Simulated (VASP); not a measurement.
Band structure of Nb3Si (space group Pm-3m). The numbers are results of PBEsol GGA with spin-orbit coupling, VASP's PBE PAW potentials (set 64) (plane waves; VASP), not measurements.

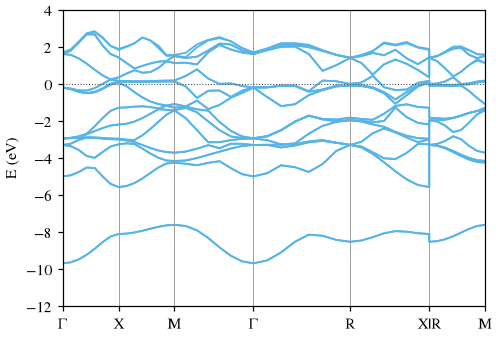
Bands along high-symmetry lines, zero at the valence-band maximum or, without a gap, the Fermi level

Task: Read the plot: is there a gap, and where are the band edges?

Result: It has no gap at this level: it comes out as a metal or semimetal.

The structure comes from a computed database's Nb3Si entry (Pm-3m); how it stands against other phases isn't given here. It was relaxed first.
